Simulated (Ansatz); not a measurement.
# C₂H₉NSi (SMILES CC[SiH2]N): what the fields show

The calculation's input:

```
crystal:
  periodic: [false, false, false]
  atoms:
    - {symbol: C, position_ang: [-1.322229, 1.330385, -0.520874]}
    - {symbol: C, position_ang: [-0.660039, 0.345609, 0.438443]}
    - {symbol: Si, position_ang: [0.768147, -0.585501, -0.331811]}
    - {symbol: N, position_ang: [1.481648, -1.646206, 0.824302]}
    - {symbol: H, position_ang: [-1.733547, 0.819424, -1.395690]}
    - {symbol: H, position_ang: [-2.143220, 1.870690, -0.042990]}
    - {symbol: H, position_ang: [-0.608909, 2.074000, -0.886144]}
    - {symbol: H, position_ang: [-1.385229, -0.387199, 0.806955]}
    - {symbol: H, position_ang: [-0.287041, 0.873738, 1.324314]}
    - {symbol: H, position_ang: [1.703703, 0.431085, -0.911502]}
    - {symbol: H, position_ang: [0.307877, -1.446852, -1.456757]}
    - {symbol: H, position_ang: [1.890447, -1.272924, 1.666352]}
    - {symbol: H, position_ang: [2.008793, -2.440948, 0.500204]}
basis:
  gaussian: {orbitals: def2-TZVPP}
hamiltonian: {xc: pbe0, dispersion: d4}
output: {orbitals: {seedname: orbitals}}
```

Run with:

```sh
ansatz run in.yaml --threads 4 --pin off --events-out ev --progress --plain --max-ram 10444MiB
```

Geometry: PBE0-D4/def2-TZVP.

These are results of RKS PBE0-D4/def2-TZVPP (Ansatz), not measurements.

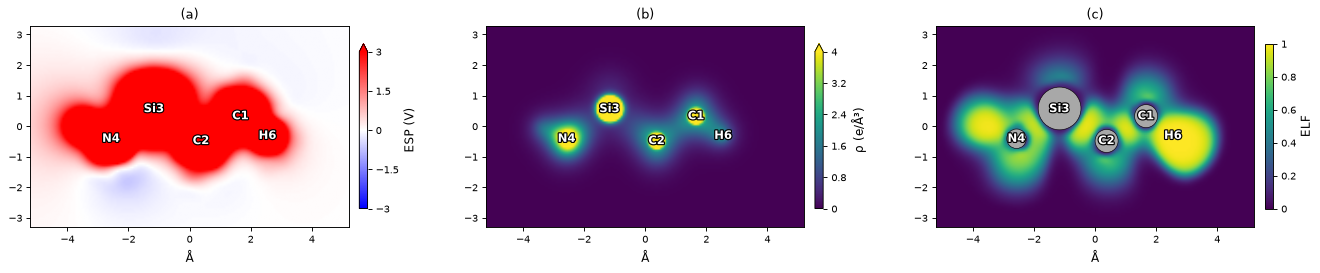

Figure 1. (a) electrostatic potential; (b) total electron density; (c) ELF on the plane of atoms C2, C1 and H6. Grey discs cover the atomic cores in the ELF map.

**What does the map show?**

- The plane passes through C, Si, N and H nuclei.
- C–C (1.53 Å): ρ at the midpoint is about 1.6 e/Å³; the ELF peaks at about 0.95 between the atoms, as expected for localised, covalent bonding.
- Si–N (1.72 Å): ρ is about 1.1 e/Å³ halfway; the ELF peaks at about 0.90 between the atoms, as expected for a shared but strongly polarised pair.
- C–Si (1.87 Å): ρ is about 0.99 e/Å³ halfway; the ELF peaks at about 0.95 between the atoms (a shared electron pair).
- C–H (1.09 Å): ρ at the midpoint is about 2 e/Å³; the ELF climbs to about 1 towards the hydrogen, as it does in any bond to H: an ordinary covalent bond to hydrogen.
- Outside the dense part of the molecule the potential is most negative (−0.7 V) near N4.

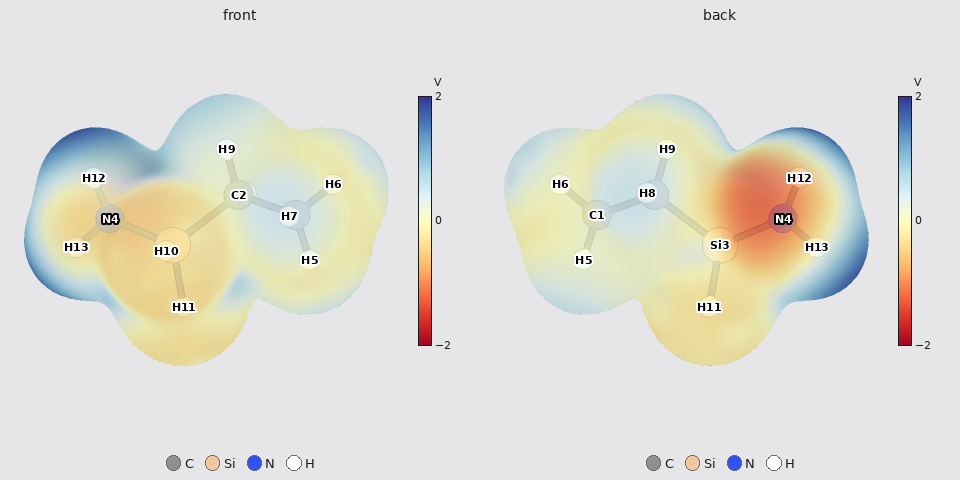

Figure 2. The electrostatic potential painted on the density surface at 0.002 e/bohr³, seen from the front and from behind; the colour scale runs from red (negative) to blue (positive).

**Which sites attract a positive test charge, and which a negative one?**

A positive charge is drawn to the negative regions and a negative charge to the positive ones. The most negative region (about −1.3 V, or −30 kcal/mol for a unit charge) lies over N4, the most positive (about +1.7 V, or +39 kcal/mol for a unit charge) over H12 and H13. N4 is the likeliest acceptor of a hydrogen bond.

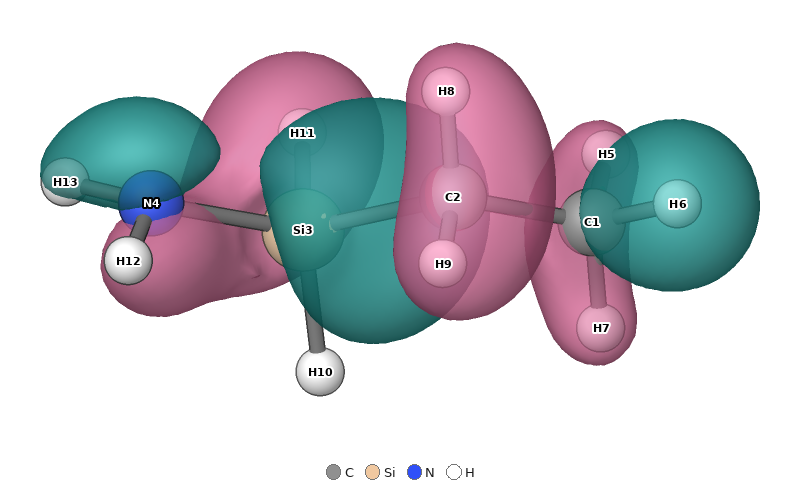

Figure 3. The HOMO−1 at ±0.1 Å⁻³ᐟ² (teal and pink are the two phases), seen from one side.

**Describe this orbital and give its energy.**

It lies mainly on C2 (about 30 %), Si3 (about 25 %), C1 (about 10 %), H11 (about 10 %), N4 (about 10 %) and H6 (about 5 %). Its energy is −8.42 eV.
